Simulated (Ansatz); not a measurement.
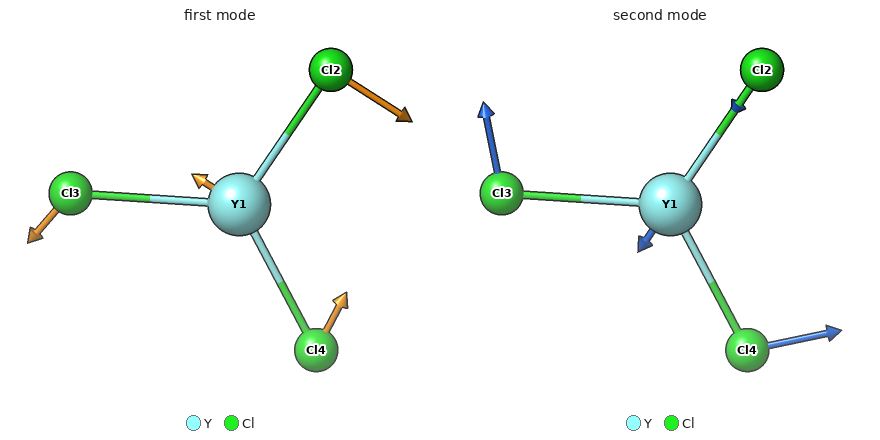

The system is YCl3; the picture shows the reference structure; its two panels give the patterns of the first and the second mode as arrows. 
- The first coordinate is: normal mode 2 (79 cm⁻¹); the second: normal mode 3 (79 cm⁻¹).
- Nothing is relaxed (straight displacements along the two mass-weighted modes).
- The grid has 9 × 9 points; 45 points were computed and 36 follow by symmetry.
- Points are written as (first, second).
- All energies are given in kJ/mol relative to the lowest grid point.
- All numbers below come from Ansatz 0.2.0, RKS B3LYP-D4/def2-TZVP.

Its coordinates:

```yaml
atoms:
  - { symbol: Y, position_ang: [0.0000, 0.0000, 0.0001] }
  - { symbol: Cl, position_ang: [2.4506, -0.0260, 0.0247] }
  - { symbol: Cl, position_ang: [-1.2028, 2.1354, -0.0140] }
  - { symbol: Cl, position_ang: [-1.2478, -2.1094, -0.0108] }
```

Range: normal mode 2 (79 cm⁻¹) from −3.85 to 3.85 amu½·Å; normal mode 3 (79 cm⁻¹) from −4.32 to 4.32 amu½·Å.

### Predict the map.

The lowest grid point is at (0.00 amu½·Å, 0.00 amu½·Å). No other kind of well shows on this grid. The highest grid point, (−3.85 amu½·Å, 4.32 amu½·Å), lies 55.0 kJ/mol above the lowest.

```tsv
normal mode 3 (79 cm⁻¹) ↓, normal mode 2 (79 cm⁻¹) →	−3.85	−2.89	−1.93	−0.96	0.00	0.96	1.93	2.89	3.85
4.32	55.0	40.4	30.8	25.4	23.6	25.4	30.8	40.4	55.0
3.24	40.1	27.2	18.8	14.0	12.5	14.0	18.8	27.2	40.1
2.16	29.5	18.1	10.7	6.6	5.3	6.6	10.7	18.1	29.5
1.08	22.7	12.6	6.1	2.4	1.3	2.4	6.1	12.6	22.7
0.00	19.7	10.3	4.3	1.0	0.0	1.0	4.3	10.3	19.7
−1.08	20.3	11.3	5.5	2.4	1.4	2.4	5.5	11.3	20.3
−2.16	24.8	15.9	10.0	6.8	5.8	6.8	10.0	15.9	24.8
−3.24	33.9	24.7	18.7	15.3	14.2	15.3	18.7	24.7	33.9
−4.32	48.3	38.8	32.6	29.1	27.9	29.1	32.6	38.8	48.3
```

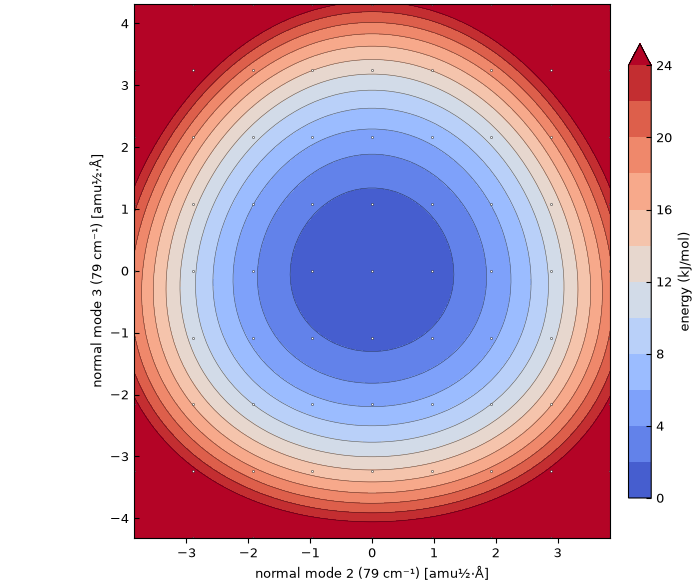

Drawn: filled contours, dots at the grid points, one colour for all values above the top of the scale. Between grid points the surface is interpolated.

Each point was launched as `ansatz run input.yaml --threads 1 --pin off --max-ram 2560MiB --backend cpu --events-out ev --progress --plain --runs-dir out`. Time for the 45 points that were run: 8.6 min on 1 thread of Arm Neoverse V1, on a shared host.
